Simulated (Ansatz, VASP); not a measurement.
**NaCl: VASP beside Ansatz**

Aim: how closely do two programs agree when they are given the same cell, functional and k mesh?

Method: plane waves, with VASP 6.6.1 beside it; relaxation of cell and atoms at revPBE with D3(BJ), in Ansatz 0.2.0.

The database entry behind the starting cell differs from later determinations by our own check (an axis about 0.4 % short against later determinations), so it need not match the best structure at ambient conditions.

## 1. The starting structure

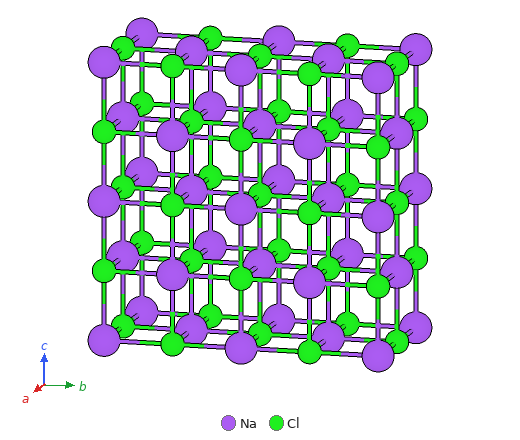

The cell as given, slightly off an axis (sodium purple, chlorine green). 1×2×2 cells are drawn. This picture shows the conventional cell, with its axes. Some periodic images of atoms are drawn too.

As a file:

```cif
data_structure
_symmetry_space_group_name_H-M 'P 1'
_symmetry_Int_Tables_number 1
_cell_length_a 3.9739
_cell_length_b 3.9739
_cell_length_c 3.9739
_cell_angle_alpha 60.000
_cell_angle_beta 60.000
_cell_angle_gamma 60.000
_cell_volume 44.38
loop_
_atom_site_label
_atom_site_type_symbol
_atom_site_fract_x
_atom_site_fract_y
_atom_site_fract_z
_atom_site_occupancy
Na1 Na 0.00000 0.00000 0.00000 1
Cl2 Cl 0.50000 0.50000 0.50000 1
```

## 2. Ansatz: relaxation of cell and atoms, revPBE with D3(BJ)

Ansatz runs on its default PAW (the set named soft_2) files.

The relaxed volume is the usual yardstick between codes: its relative difference is about their pressure difference at one cell divided by the bulk modulus.

input.yaml

```yaml
crystal:
  lattice:
    - [0.0, 2.81, 2.81]
    - [2.81, 0.0, 2.81]
    - [2.81, 2.81, 0.0]
  atoms:
    - { symbol: Na, position: [0.0, 0.0, 0.0] }
    - { symbol: Cl, position: [0.5, 0.5, 0.5] }
hamiltonian:
  xc: revpbe
  pseudopotentials: { kind: paw }
  dispersion: d3bj
kpoints:
  mp_grid: { grid: [7, 7, 7] }
scf:
  occupations: { method: fermi_dirac, width: 0.05 }
relax:
  f_tol: 0.01
  max_steps: 60
  cell: { stress_tol: 0.05 }
output:
  forces: true
  stress: true
```

Command:

```
> ansatz run input.yaml --threads 4 --pin off --max-ram 9216MiB --backend cpu --events-out ev --progress --plain --runs-dir out
```

Numbers of over 12 decimals in the logs are rounded to 6 here.

The program printed:

```text
Engine: ansatz 0.2.0, aarch64-unknown-linux-gnu
Pseudopotentials: kind: paw
Pseudopotential: Na, paw, valence charge 9, recommended cutoff 420 eV (normal), Na.paw.azcp
Pseudopotential: Cl, paw, valence charge 7, recommended cutoff 420 eV (normal), Cl.paw.azcp
Functional definition: revPBE
  parameter kappa = 1.245
  parameter beta = 0.066725
  exchange = pbe_x(kappa = kappa, mu = beta*pi^2/3)
  correlation = pbe_c(beta = beta)
Crystal: 2 atoms, lattice volume = 44.376 Å³
Basis set: ecut = 420 eV, 893 PW (Γ), exchange–correlation on 54×54×54 points (8 copies of the dense FFT grid, shifted against one another)
Bands: 12, of which v1, the nominal top of the filled ones, is band 8 counted from 1 (7 counted from 0)
Symmetry: 48 space group operations
Space group: Fm-3m (ITA 225), of the structure as read, at distance tolerance 3.5e-5 Å
k-points: 20 of 343
Non-local potential: Na, projectors of the file, l = 0: 3, l = 1: 2, l = 2: 1
Non-local potential: Cl, projectors of the file, l = 0: 2, l = 1: 2, l = 2: 2
PAW form: soft (Blöchl's): semilocal exchange-correlation on the pseudo side does not see the compensation charge
PAW frozen core: Na, regenerated for the run's functional, and the local potential with it (the file was generated under x = pbe(κ = 0.804, μ = 0.219515), c = pbe(β = 0.066725))
PAW frozen core: Cl, regenerated for the run's functional, and the local potential with it (the file was generated under x = pbe(κ = 0.804, μ = 0.219515), c = pbe(β = 0.066725))
PAW one-centre angular grid: Na, 110 points (default); XC on 64 Gauss nodes
PAW one-centre angular grid: Cl, 110 points (default); XC on 64 Gauss nodes
Initial density: superposition of atomic densities (neutral atoms: chi_scale 0, normalization atom), corrected by the library's trained network
Initial wavefunctions: pseudopotential atomic-orbital guess
Functional: x = revpbe(κ = 1.245, μ = 0.219515), c = pbe(β = 0.066725)
SCF iter   1: F=—  HF=-2575.003114 eV  |F-HF|=—  |Δ(HF+E_count)|=         —  Δρ=3.64e-3  dr2=7.07e-3  ethr=1.77e-3  ⟨swp⟩=6.0  Hψ=1432  notcnv=0
preconditioner: auto → none  [insulator: Δε(μ)=5.441 eV  Ē_g=21.172 eV  σ=0.050 eV  W_gap=1.00  n_scr=14 (ndim 8)  ℏωp=20.9 eV  f_vac=0.032  D(μ)=0.00/eV (n_scr^D=0)  ε∞_Penn≈2.0]
SCF iter   2: F=—  HF=-2575.002353 eV  |F-HF|=—  |Δ(HF+E_count)|=   7.61e-4  Δρ=1.58e-3  dr2=8.98e-4  ethr=4.42e-5  ⟨swp⟩=3.0  Hψ=594  notcnv=0
SCF iter   3: F=—  HF=-2575.002098 eV  |F-HF|=—  |Δ(HF+E_count)|=   2.55e-4  Δρ=6.01e-4  dr2=8.78e-5  ethr=5.61e-6  ⟨swp⟩=2.0  Hψ=297  notcnv=0
SCF iter   4: F=—  HF=-2575.002166 eV  |F-HF|=—  |Δ(HF+E_count)|=   6.79e-5  Δρ=1.31e-4  dr2=1.09e-5  ethr=5.49e-7  ⟨swp⟩=2.0  Hψ=317  notcnv=0
SCF iter   5: F=—  HF=-2575.002165 eV  |F-HF|=—  |Δ(HF+E_count)|=   8.63e-7  Δρ=3.58e-5  dr2=9.89e-7  ethr=6.82e-8  ⟨swp⟩=2.0  Hψ=304  notcnv=0
SCF iter   6: F=-2575.002165 eV  HF=-2575.002165 eV  |F-HF|=5.43e-8  |Δ(HF+E_count)|=   1.12e-7  Δρ=1.08e-5  dr2=7.49e-8  ethr=6.25e-10  ⟨swp⟩=3.0  Hψ=858  notcnv=0
SCF 1 converged in 6 iterations: F = -2575.002165 eV  dr2 = 7.49e-8
  greatest PAW one-centre occupation: 0.999 electrons in one spin orbital (limit 2), on the Na atom at site 0 (counted from 0), in its partial waves of l = 0
relax step   1: F+E_penalty+E_count = -2575.00216498 eV  Δ(F+E_penalty+E_count) = +0.000e0 eV  max|allowed force component| = 3.024e-30 eV/Å  Δτ_max = 0.0000 Å  P = -0.472 GPa  Ω = 44.376 Å³  (6 SCF iters, dr2 threshold 1.00e-7 eV, accepted)
[...]
relax step   2: F+E_penalty+E_count = -2575.00326557 eV  Δ(F+E_penalty+E_count) = -1.101e-3 eV  max|allowed force component| = 1.700e-30 eV/Å  Δτ_max = 0.0000 Å  P = -0.165 GPa  Ω = 43.834 Å³  energy of the carried Pulay correction = +1.566e-5 eV  (4 SCF iters, dr2 threshold 2.00e-7 eV, accepted)
[...]
relax step   3: F+E_penalty+E_count = -2575.00341741 eV  Δ(F+E_penalty+E_count) = -1.518e-4 eV  max|allowed force component| = 1.046e-30 eV/Å  Δτ_max = 0.0000 Å  P = +0.006 GPa  Ω = 43.547 Å³  energy of the carried Pulay correction = +2.403e-5 eV  (4 SCF iters, dr2 threshold 6.84e-8 eV, accepted)
[...]
relax step   4: F+E_penalty+E_count = -2575.00339184 eV  Δ(F+E_penalty+E_count) = +2.557e-5 eV  max|allowed force component| = 7.848e-31 eV/Å  Δτ_max = 0.0000 Å  P = +0.007 GPa  Ω = 43.547 Å³  stress off target by 6.92e-3 GPa  SCF on the basis re-selected at this cell (its energy is not comparable with the rows above)  (7 SCF iters)
basis re-selected at this cell: Δ(F+E_penalty+E_count) = +2.557e-5 eV, ΔP = +0.001 GPa vs the last step (what re-selecting the basis moved, of the pressure what is left beyond the Pulay correction that the steps carried, after the strain that the cell walked since its last selection, with what the two solves' SCF thresholds leave and, on support functions, any second-order correction that the steps lacked; it is no m [...]
SCF converged after 7 iterations
Free energy (F): -2575.003392 eV
Harris-Foulkes:  -2575.003392 eV  (|F-HF|=0.00e0)
Internal energy: -2575.003392 eV  (E = F + TS)
E sigma→0 (E₀):  -2575.003392 eV
Fermi energy:    4.249262 eV
--- Per-component energies (eV) ---
  E_band       = -229.290538
  E_kinetic    = 283.903213
  E_local      = -1515.817364  (includes V_loc(G=0)·N_el)
  E_nonlocal   = 143.024272
  E_hartree    = 534.734146
  E_xc         = -147.991229
  E_vxc        = -173.952789  (∫ρ·V_xc dr)
  E_paw        = -926.553667  (= ΣΔE_a)
  E_vpaw       = -35.916246  (= ΣTr[D̂ρ^β])
  E_aug_tail   = 0.000066  (compensation charges beyond the density's cutoff)
  E_ewald      = -945.412198
  E_disp       = -0.841444  (pairwise vdW)
  E_core_change = -0.049187  (= ΣΔE_core)
  E_smearing   = -0.000000  (= −TS)
  E_closure    = -0.000000  (closes the sum)
  Σ components = -2575.003392   (vs F -2575.003392, Δ=0.00e0)
--- Forces (eV/Å), atoms counted from 1 ---
  atom   1  Na    -0.00000000     0.00000000    -0.00000000
  atom   2  Cl     0.00000000    -0.00000000    -0.00000000
  max |Σ_I F_I| component: 1.34e-30 eV/Å
--- Stress (GPa, compression-positive) ---
        0.006919      -0.000000      -0.000000
       -0.000000       0.006919      -0.000000
       -0.000000      -0.000000       0.006919
  P = ⅓ Tr σ = 0.0069 GPa (0.069 kbar)
--- Relaxed structure (3 steps of the walk, 3 accepted, 1 SCFs on fresh bases) ---
  F+E_penalty+E_count = -2575.00339184 eV   max|allowed force component| = 7.848e-31 eV/Å   (the final SCF, on the basis selected at the relaxed cell)
  cell:  # Å, volume = 43.5467 Å³
    - [0, 2.792383, 2.792383]
    - [2.792383, 0, 2.792383]
    - [2.792383, 2.792383, 0]
  atoms:
    - { symbol: Na, position: [0, 0, 0] }
    - { symbol: Cl, position: [0.5, 0.5, 0.5] }
```

It took 1.1 s on 4 threads of Arm Neoverse V1, shared host; peak memory 0.29 GiB; 3.1 s of CPU time.

## 3. VASP: relaxation of cell and atoms, revPBE with D3(BJ)

The same cell, functional, mesh and smearing now go to VASP, with its own data sets and cutoff.

Lines of VASP's logs that name or quote its potential files are left out, and so is its time.

INCAR

```
SYSTEM = NaCl
PREC = Accurate
ENCUT = 520
EDIFF = 1E-06
NELM = 100
ISMEAR = -1
SIGMA = 0.05
LREAL = .FALSE.
ALGO = Normal
GGA = RE
IVDW = 12
NBANDS = 13
LORBIT = 11
LWAVE = .FALSE.
LCHARG = .FALSE.
KPAR = 2
IBRION = 2
NSW = 60
ISIF = 3
EDIFFG = -0.01
```

POSCAR

```
NaCl
1.0
    0.0000000000      2.8100000000      2.8100000000
    2.8100000000      0.0000000000      2.8100000000
    2.8100000000      2.8100000000      0.0000000000
Na Cl
1 1
Direct
    0.0000000000      0.0000000000      0.0000000000
    0.5000000000      0.5000000000      0.5000000000
```

KPOINTS

```
Automatic mesh
0
Gamma
7 7 7
0 0 0
```

PAW data sets: Na_pv and Cl (PBE family, release 64).

Command:

```
> mpirun -np 2 vasp_std
```

The program printed:

```text
[banner, memory and clock lines left out]
running    2 mpi-ranks, on    1 nodes
 distrk:  each k-point on    1 cores,    2 groups
 distr:  one band on    1 cores,    1 groups

 POSCAR found type information on POSCAR NaCl
 POSCAR found :  2 types and       2 ions
|                                                                             |
|               ----> ADVICE to this user running VASP <----                  |
|                                                                             |
|     You enforced a specific xc type in the INCAR file but a different       |
|     [... a line on the potential file left out ...]
|     I HOPE YOU KNOW WHAT YOU ARE DOING!                                     |
|                                                                             |

 LDA part: xc-table for (Slater+PW92), standard interpolation
 POSCAR, INCAR and KPOINTS ok, starting setup
 FFT: planning ... GRIDC
 FFT: planning ... GRID_SOFT
 FFT: planning ... GRID
 WAVECAR not read
 entering main loop
       N       E                     dE             d eps       ncg     rms          rms(c)
DAV:   1     0.101912367450E+03    0.10191E+03   -0.72605E+03   520   0.108E+03
DAV:   2     0.253637093487E+01   -0.99376E+02   -0.91913E+02   551   0.278E+02
DAV:   3    -0.644279749118E+01   -0.89792E+01   -0.89127E+01   685   0.800E+01
DAV:   4    -0.660023524082E+01   -0.15744E+00   -0.15737E+00   560   0.114E+01
DAV:   5    -0.660342054118E+01   -0.31853E-02   -0.31852E-02   712   0.164E+00    0.239E+00
DAV:   6    -0.641203346192E+01    0.19139E+00   -0.34624E-01   623   0.339E+00    0.186E+00
DAV:   7    -0.640703212581E+01    0.50013E-02   -0.10330E-01   610   0.196E+00    0.122E+00
DAV:   8    -0.641853908882E+01   -0.11507E-01   -0.17762E-02   525   0.116E+00    0.272E-01
DAV:   9    -0.641847937546E+01    0.59713E-04   -0.28505E-04   680   0.144E-01    0.154E-01
DAV:  10    -0.641881865145E+01   -0.33928E-03   -0.74943E-04   535   0.226E-01    0.917E-02
DAV:  11    -0.641880404845E+01    0.14603E-04   -0.31035E-05   645   0.578E-02    0.158E-02
DAV:  12    -0.641880624307E+01   -0.21946E-05   -0.51301E-06   535   0.236E-02    0.180E-03
DAV:  13    -0.641880730176E+01   -0.10587E-05   -0.98939E-07   555   0.752E-03    0.546E-03
DAV:  14    -0.641880692387E+01    0.37789E-06   -0.13449E-07   295   0.251E-03
   1 F= -.72433853E+01 E0= -.72433853E+01  d E =-.724339E+01
 curvature:   0.00 expect dE= 0.000E+00 dE for cont linesearch  0.000E+00
 trial: gam= 0.00000 g(F)=  0.106E-62 g(S)=  0.138E-02 ort = 0.000E+00 (trialstep = 0.100E+01)
 search vector abs. value=  0.138E-02
 bond charge predicted
       N       E                     dE             d eps       ncg     rms          rms(c)
DAV:   1    -0.641943317231E+01   -0.62587E-03   -0.18429E-01   610   0.576E+00    0.623E-01
DAV:   2    -0.641238439167E+01    0.70488E-02   -0.10146E-02   615   0.976E-01    0.249E-01
DAV:   3    -0.641109168012E+01    0.12927E-02   -0.28491E-03   625   0.541E-01    0.128E-01
DAV:   4    -0.641098914986E+01    0.10253E-03   -0.80636E-05   658   0.958E-02    0.101E-02
DAV:   5    -0.641098666476E+01    0.24851E-05   -0.10468E-05   590   0.234E-02    0.712E-03
DAV:   6    -0.641098696080E+01   -0.29604E-06   -0.45770E-07   300   0.892E-03
   2 F= -.72444119E+01 E0= -.72444119E+01  d E =-.102660E-02
 trial-energy change:   -0.001027  1 .order   -0.000992   -0.001380   -0.000604
 step:   1.5502(harm=  1.7776)  dis= 0.00000  next Energy=    -7.244584 (dE=-0.120E-02)
 bond charge predicted
       N       E                     dE             d eps       ncg     rms          rms(c)
DAV:   1    -0.640888355059E+01    0.21031E-02   -0.56203E-02   610   0.320E+00    0.343E-01
DAV:   2    -0.640673995019E+01    0.21436E-02   -0.30733E-03   615   0.539E-01    0.137E-01
DAV:   3    -0.640634884156E+01    0.39111E-03   -0.87064E-04   625   0.300E-01    0.702E-02
DAV:   4    -0.640632333170E+01    0.25510E-04   -0.24685E-05   661   0.528E-02    0.560E-03
DAV:   5    -0.640632249690E+01    0.83480E-06   -0.31886E-06   565   0.128E-02
   3 F= -.72446712E+01 E0= -.72446712E+01  d E =-.128584E-02
 curvature:  -0.81 expect dE=-0.141E-04 dE for cont linesearch -0.141E-04
 trial: gam=-0.09944 g(F)=  0.284E-62 g(S)=  0.173E-04 ort = 0.155E-03 (trialstep = 0.111E+01)
 search vector abs. value=  0.217E-06
 reached required accuracy - stopping structural energy minimisation
```

OUTCAR, selected parts (step 3):

```text
ion  position               nearest neighbor table
   1  0.000  0.000  0.000-
   2  0.500  0.500  0.500-

  LATTYP: Found a face centered cubic cell.
 ALAT       =     5.6200000000

 Subroutine GETGRP returns: Found 48 space group operations
 (whereof 48 operations were pure point group operations)

The static configuration has the point symmetry O_h .

 Found     20 irreducible k-points:

   k-points           NKPTS =     20   k-points in BZ     NKDIM =     20   number of bands    NBANDS=     13

   dimension x,y,z NGX =    30 NGY =   30 NGZ =   30
   dimension x,y,z NGXF=    60 NGYF=   60 NGZF=   60

   ENCUT  =  520.0 eV  38.22 Ry    6.18 a.u.   7.39  7.39  7.39*2*pi/ulx,y,z

   NELECT =      14.0000    total number of electrons

 k-points in reciprocal lattice and weights: Automatic mesh
   0.00000000  0.00000000  0.00000000       0.003
   0.14285714  0.00000000  0.00000000       0.023
   0.28571429  0.00000000  0.00000000       0.023
   0.42857143  0.00000000  0.00000000       0.023
   0.14285714  0.14285714  0.00000000       0.017
   0.28571429  0.14285714  0.00000000       0.070
   0.42857143  0.14285714  0.00000000       0.070
  -0.42857143  0.14285714  0.00000000       0.070
  -0.28571429  0.14285714  0.00000000       0.070
[...]
-0.42857143  0.42857143  0.14285714       0.070
  -0.28571429  0.42857143  0.14285714       0.070

 Edisp (eV)   -0.83342

 average (electrostatic) potential at core
       1 -47.2597       2 -93.2803

 E-fermi :   0.5590

 k-point     1 :       0.0000    0.0000    0.0000
  band No.  band energies     occupation
    ...
      3     -21.2580      2.00000
      4     -13.1817      2.00000
      5      -0.4741      2.00000
      6      -0.4741      2.00000
      7      -0.4741      2.00000
      8       5.0114      0.00000
      9      10.8113      0.00000
     10      10.8113      0.00000
     11      10.8113      0.00000
     12      12.9577      0.00000
    ...

 k-point     2 :       0.1429    0.0000    0.0000
  band No.  band energies     occupation
    ...
      3     -21.2584      2.00000
      4     -13.1178      2.00000
      5      -0.9375      2.00000
      6      -0.5281      2.00000
      7      -0.5281      2.00000
      8       5.6362      0.00000
      9      10.1956      0.00000
     10      11.0543      0.00000
     11      11.0543      0.00000
     12      12.6950      0.00000
    ...

 k-point     3 :       0.2857    0.0000    0.0000
  band No.  band energies     occupation
    ...
      3     -21.2593      2.00000
      4     -12.9690      2.00000
      5      -1.7785      2.00000
      6      -0.6448      2.00000
      7      -0.6448      2.00000
      8       6.6914      0.00000
      9       9.8075      0.00000
     10      11.0564      0.00000
     11      11.0564      0.00000
     12      13.2622      0.00000
    ...

 Edisp (eV)   -0.83835

  Total      -0.01547    -0.01547    -0.01547    -0.00000    -0.00000     0.00000
  in kB      -0.56712    -0.56712    -0.56712    -0.00000    -0.00000     0.00000
  external pressure =       -0.57 kB  Pullay stress =        0.00 kB

  energy-cutoff  :      520.00
  volume of cell :       43.69
      direct lattice vectors                 reciprocal lattice vectors
     0.000000000  2.795488441  2.795488441    -0.178859620  0.178859620  0.178859620
     2.795488441  0.000000000  2.795488441     0.178859620 -0.178859620  0.178859620
     2.795488441  2.795488441  0.000000000     0.178859620  0.178859620 -0.178859620

 POSITION                                       TOTAL-FORCE (eV/Angst)
 -----------------------------------------------------------------------------------
      0.00000      0.00000      0.00000        -0.000000      0.000000     -0.000000
      2.79549      2.79549      2.79549         0.000000     -0.000000      0.000000
 -----------------------------------------------------------------------------------
    total drift:                               -0.000000      0.000000      0.000000

  FREE ENERGIE OF THE ION-ELECTRON SYSTEM (eV)
  ---------------------------------------------------
  free  energy   TOTEN  =        -7.2446711761 eV

  energy  without entropy=       -7.2446711760  energy(sigma->0) =       -7.24467118

 reached required accuracy - stopping structural energy minimisation

 total charge
# of ion       s       p       d       tot
------------------------------------------
    1        0.042   5.982   0.000   6.024
    2        1.591   3.616   0.000   5.208
--------------------------------------------------
tot          1.634   9.598   0.000  11.232

[... 3 further parts left out ...]
```

CONTCAR:

```
NaCl
   1.00000000000000
     0.0000000000000000    2.7954884413537533    2.7954884413537533
     2.7954884413537533    0.0000000000000000    2.7954884413537533
     2.7954884413537533    2.7954884413537533    0.0000000000000000
  Na              Cl
     1     1
Direct
     0.0000000000000000    0.0000000000000000    0.0000000000000000
     0.5000000000000000    0.5000000000000000    0.5000000000000000
```

## 4. Differences

Known differences besides the PAW data sets themselves: both relaxations stop at a tolerance, which leaves soft axes loose, and VASP keeps its plane-wave basis; the data sets hold 16 valence electrons in Ansatz (default PAW (the set named soft_2) files) and 14 in VASP; the cutoff is 420 eV in Ansatz and 520 eV in VASP; Ansatz makes its cores anew for this functional, VASP keeps those of its PBE data sets; VASP leaves aspherical gradient terms in its spheres out (LASPH is not set), Ansatz keeps them; Ansatz adds a Pulay correction to the stress that steers its cell, VASP none. Total energies have different zeros and are not compared.

Both answers:

```
                                         quantity  Ansatz   VASP  difference
                                      volume (Å³)   43.55  43.69     -0.33 %
edge a after relaxation, in the typed setting (Å)   3.949  3.953     -0.11 %
```

The walks stopped with 0.01 GPa left in Ansatz and -0.06 GPa in VASP; each walk ends within a tolerance, so the volume difference is uncertain by about these residues over the bulk modulus, most in soft cells.

## 5. Outcome

```yaml
difference_in_volume_relaxation_of_cell_and_atoms_revpbe_with_d3_bj: -0.33 %
```

What this shows: The difference in volume is -0.33 % (relaxation of cell and atoms, revPBE with D3(BJ)), within the 1.2 % picked in this series as the mark of a large difference, as far as the stopping tolerances let one tell. Differences of this kind measure data sets and numerical settings, not the functional's error against experiment.

[Lines on the potential files, build, host, timing and source positions are cut from VASP's logs without a mark.]

[Logs are printed without paths, hosts, clocks, repeated set-up lines and the standing remarks that a program may print on its own settings, such as how far it seeks lower states.]

[Hosts, paths, dates, database ids (printed as entryN), source tags and the programs' standing remarks are cut or masked in the printed files.]
